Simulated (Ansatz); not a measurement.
LiSb$_{2}$

Input

```
crystal:
  lattice:
    - [0.0, 3.2660189, 3.2660189]
    - [3.2660189, 0.0, 3.2660189]
    - [3.2660189, 3.2660189, 0.0]
  atoms:
    - { symbol: Li, position: [0.5, 0.5, 0.5] }
    - { symbol: Sb, position: [0.25, 0.25, 0.25] }
    - { symbol: Sb, position: [0.75, 0.75, 0.75] }
basis:
  ecutwfc: 420
kpoints:
  mp_grid: { grid: [12, 12, 12] }
  band_path:
    path:
      - [[0.0, 0.0, 0.0], [0.5, 0.0, 0.5], [0.625, 0.25, 0.625]]
      - [[0.375, 0.375, 0.75], [0.0, 0.0, 0.0], [0.5, 0.5, 0.5], [0.5, 0.25, 0.75], [0.5, 0.0, 0.5]]
    npoints: 10
hamiltonian:
  xc: pbe
  dispersion: d3bj
scf:
  occupations: { method: gaussian, width: 0.1 }
output:
  forces: true
  stress: true
  eigenvalues: true
  populations: true
  dos: { projected: true, de: 0.02 }
  bader: false
  write_density: true
  write_potential: true
  elf: true
  volumetric_format: npy
magnetization:
  noncollinear: true
  spin_orbit: true
```

Run with:

```sh
ansatz run input.yaml --threads 1 --pin off --max-ram 3072MiB --backend cpu --events-out ev --progress --plain --runs-dir out
```

Below, planes, directions and counts refer to the conventional cell (a = 6.53 Å, b = 6.53 Å, c = 6.53 Å, α = 90.00°, β = 90.00°, γ = 90.00°).

Space group Fm-3m; a structure generated by program, which may or may not match a known phase.

All numbers below come from DFT PBE+D3(BJ), spin-orbit coupling, plane waves, PAW (Ansatz 0.2.0).

Question: What will maps of the valence pseudo-density and electron localisation function show?

Answer: Li–Sb (2.83 Å): ρ at the midpoint is about 0.2 e/Å³; the ELF reaches about 0.60 near the midpoint.

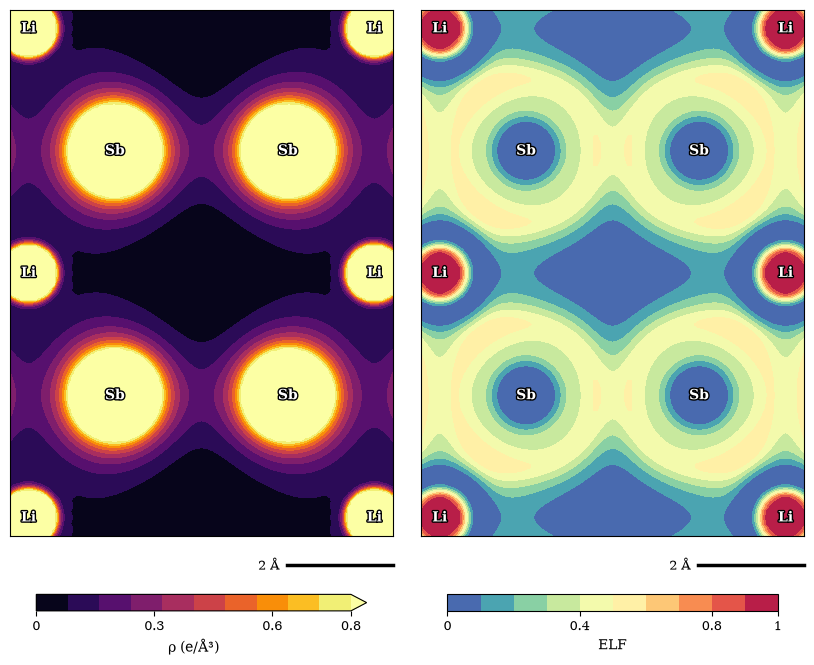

Computed valence pseudo-density and electron localisation function on the (011) plane of the conventional cell, in this order. 

The density is the valence pseudo-density of a PAW calculation; it isn't the true density close to the nuclei.
